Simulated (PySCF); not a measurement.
# CH₅Cl₃N₂Si₂: NMR shielding calculation

The run: NMR shielding calculation of CH₅Cl₃N₂Si₂, SMILES ClC(Cl)(Cl)[SiH]1N[SiH2]N1. Method and program: GIAO PBE0/6-31G* NMR shielding, non-relativistic, IEF-PCM dichloromethane (PySCF 2.14.0).

The geometry comes from this level: GFN2-xTB. It belongs to a series of runs on one base structure; here: solvent dichloromethane; PBE0/6-31G*; level_shift 0.3. Figures and captions count atoms from 1; the log counts them from 0 in places.

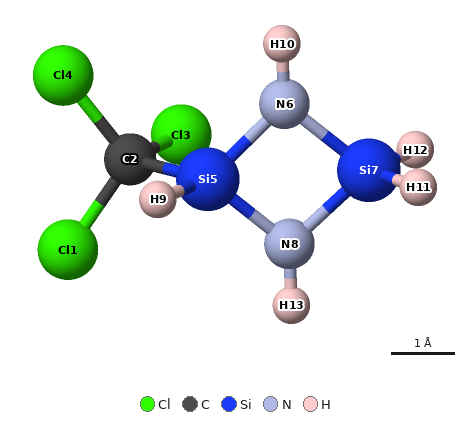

Figure 1. The structure (ball-and-stick view, seen at a tilt; atoms are numbered from 1 in the order of the input).

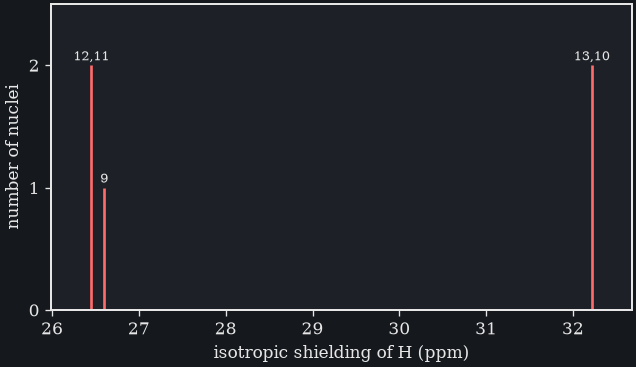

Figure 2. Isotropic shieldings of the hydrogen nuclei in this fixed geometry, labelled by atom number; shielding grows to the right, so chemical shift grows to the left. The least shielded is H12 (26.5 ppm), the most shielded H10 (32.2 ppm).

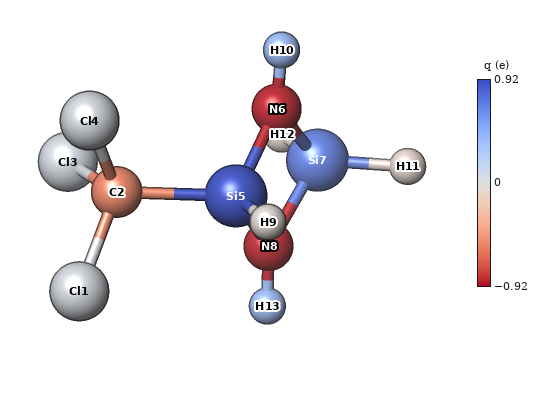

Figure 3. Mulliken charges, as the colour of each atom (ball-and-stick view, seen at a tilt; atoms are numbered from 1 in the order of the input). By element: Cl +0.03 to +0.05, C −0.53, Si +0.71 to +0.88, N −0.86 and H −0.08 to +0.37 e.

These pictures come from the run below.

## Input file
```
{"job": {"kind": "nmr", "xc": "PBE0", "basis": "6-31G*", "solvent": "dichloromethane", "pop": true, "scf": {"level_shift": 0.3}}, "charge": 0, "multiplicity": 1}
Cl     2.945280    -0.879559    -1.168317
C      2.013686     0.146154    -0.060060
Cl     2.080052    -0.557360     1.555753
Cl     2.772555     1.748485    -0.017696
Si     0.203401     0.314772    -0.709578
N     -0.867463     1.016055     0.448367
Si    -1.916336    -0.376405     0.608497
N     -0.740179    -1.109122    -0.461455
H      0.295597     0.892127    -2.042362
H     -0.933212     1.946397     0.813890
H     -3.209236    -0.180700    -0.033278
H     -1.942220    -0.949546     1.945422
H     -0.706314    -2.010811    -0.896910
```

The first line tells a small driver script what to run in PySCF; the rest is the geometry in Å.

Launched with:
```bash
OMP_NUM_THREADS=1 python <driver script> task.json out
```

## Log
```
final grid: 119144 points
cycle   1  E = -2109.0422921654  dE =  1.323e+00  |g| = 9.701e-01  |ddm| = 3.568e+00
cycle   2  E = -2109.1250530263  dE = -8.276e-02  |g| = 9.151e-01  |ddm| = 1.561e+00
cycle   3  E = -2109.2925594198  dE = -1.675e-01  |g| = 2.667e-01  |ddm| = 5.422e-01
cycle   4  E = -2109.3089558681  dE = -1.640e-02  |g| = 6.712e-02  |ddm| = 1.857e-01
cycle   5  E = -2109.3102021357  dE = -1.246e-03  |g| = 1.501e-02  |ddm| = 6.832e-02
cycle   6  E = -2109.3102882779  dE = -8.614e-05  |g| = 4.236e-03  |ddm| = 2.690e-02
cycle   7  E = -2109.3103015497  dE = -1.327e-05  |g| = 1.762e-03  |ddm| = 1.292e-02
cycle   8  E = -2109.3103049533  dE = -3.404e-06  |g| = 9.953e-04  |ddm| = 7.068e-03
cycle   9  E = -2109.3103060268  dE = -1.074e-06  |g| = 5.191e-04  |ddm| = 4.040e-03
cycle  10  E = -2109.3103063565  dE = -3.297e-07  |g| = 2.611e-04  |ddm| = 2.379e-03
cycle  11  E = -2109.3103064503  dE = -9.376e-08  |g| = 1.332e-04  |ddm| = 1.310e-03
cycle  12  E = -2109.3103064768  dE = -2.654e-08  |g| = 7.236e-05  |ddm| = 7.143e-04
cycle  13  E = -2109.3103064844  dE = -7.627e-09  |g| = 4.000e-05  |ddm| = 3.850e-04
cycle  14  E = -2109.3103064866  dE = -2.221e-09  |g| = 2.103e-05  |ddm| = 2.062e-04
cycle  15  E = -2109.3103064873  dE = -6.412e-10  |g| = 1.114e-05  |ddm| = 1.103e-04
level shift removed, Fock matrix diagonalised once more
converged SCF energy = -2109.3103064873

GIAO shielding tensors (ppm)
atom      isotropic    diamagn.    paramagn.     s11        s22        s33       span
  0 Cl     602.711    1144.934    -542.224    259.434    576.169    972.530    713.096
  1 C       94.947     255.315    -160.368     76.626     99.407    108.807     32.182
  2 Cl     610.125    1145.824    -535.699    273.807    578.263    978.304    704.498
  3 Cl     603.462    1144.955    -541.493    260.944    577.633    971.810    710.867
  4 Si     425.696     881.071    -455.376    380.666    430.634    465.787     85.121
  5 N      247.526     320.622     -73.096    207.081    245.748    289.750     82.669
  6 Si     414.695     882.299    -467.603    399.512    407.253    437.320     37.808
  7 N      247.483     320.590     -73.107    207.078    245.543    289.826     82.748
  8 H       26.600      28.859      -2.259     22.482     25.279     32.039      9.557
  9 H       32.219      29.282       2.937     24.144     27.387     45.125     20.980
 10 H       26.453      29.011      -2.558     22.937     23.653     32.767      9.830
 11 H       26.452      29.565      -3.113     22.657     24.164     32.535      9.878
 12 H       32.216      29.259       2.957     24.156     27.345     45.147     20.991
```

## Summary

| quantity | value |
| --- | --- |
| outcome | converged |
| total energy | −2109.310306 hartree |
| HOMO | −6.99 eV |
| LUMO | −0.60 eV |
| dipole moment | 3.15 D |
| isotropic shielding, Cl | 602.7 to 610.1 ppm |
| isotropic shielding, C | 94.9 ppm |
| isotropic shielding, Si | 414.7 to 425.7 ppm |
| isotropic shielding, N | 247.5 ppm |
| isotropic shielding, H | 26.5 to 32.2 ppm |
| hardware | 1 CPU thread, shared host |
| wall time | 59 s |
| peak memory | 0.9 GiB |

## Notes

Settings chosen away from the usual ones: solvent dichloromethane; PBE0/6-31G*; level_shift 0.3.
